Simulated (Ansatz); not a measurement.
H$_{2}$InNO (SMILES [NH2][In+][O-])

Input

```
crystal:
  periodic: [false, false, false]
  atoms:
    - {symbol: In, position_ang: [-0.342937, 0.030072, -1.037057]}
    - {symbol: "N", position_ang: [-1.374346, -0.394710, 0.657426]}
    - {symbol: O, position_ang: [0.721449, 0.279102, -2.528439]}
    - {symbol: H, position_ang: [-2.333742, -0.672671, 0.434572]}
    - {symbol: H, position_ang: [-1.449944, 0.435946, 1.250438]}
basis:
  gaussian: {orbitals: def2-TZVPD}
hamiltonian: {xc: pbe0}
output: {forces: true, orbitals: {seedname: orbitals}}
```

Launched as:

```sh
ansatz run input.yaml --threads 1 --pin off --max-ram 2610MiB --events-out events.jsonl --progress --plain --runs-dir runs
```

Geometry: r2SCAN-D4/def2-SVP; core potentials replace the inner electrons of In.

The calculation used isolated molecule in a Gaussian basis; Kohn-Sham density functional theory, functional PBE0 in Ansatz.

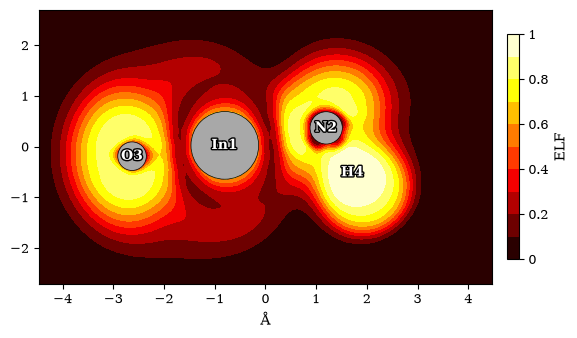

Figure 1. ELF on the plane of atoms In1, N2 and H4. Grey discs cover the atomic cores.

Question: What do the fields say about this system?

Answer: The plane passes through In, N, O and H nuclei.
In–O (1.85 Å): the ELF peaks at about 0.70 in the valence shell of O, 0.6 Å from its nucleus, and drops to about 0.20 between the two atoms.
In–N (2.03 Å): the ELF peaks at about 0.85 in the valence shell of N, 0.6 Å from its nucleus, and drops to about 0.20 between the two atoms.
N–H (1.02 Å): the ELF climbs to about 1 towards the hydrogen, as it does in any bond to H (an ordinary covalent bond to hydrogen).
The ELF also peaks beside O3, away from the bonds: lone-pair regions.

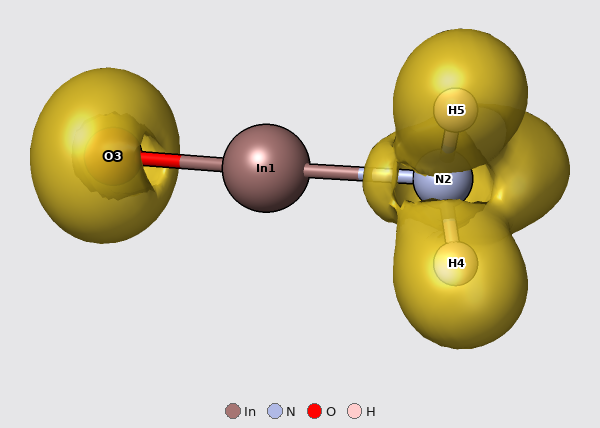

Figure 2. Isosurface of the electron localisation function at 0.75 (yellow), seen at a tilt. Only the valence region is drawn (cores and ρ < 0.01 e/Å³ removed).

Question: Describe the localisation domains.

Answer: At this value the surface marks out one region wrapped around O (its valence shell) and one joined region spread over several atoms (H, N), in which their bonds and any lone pairs are merged.

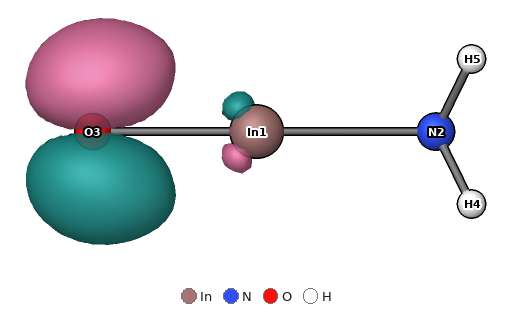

Figure 3. The HOMO−1 at ±0.2 Å⁻³ᐟ² (teal and pink are the two phases), seen at a tilt.

Question: What is the character of this orbital?

Answer: Its weight (Hirshfeld) is mainly on O3 (about 80 %) and In1 (about 20 %). Its energy is −7.16 eV.
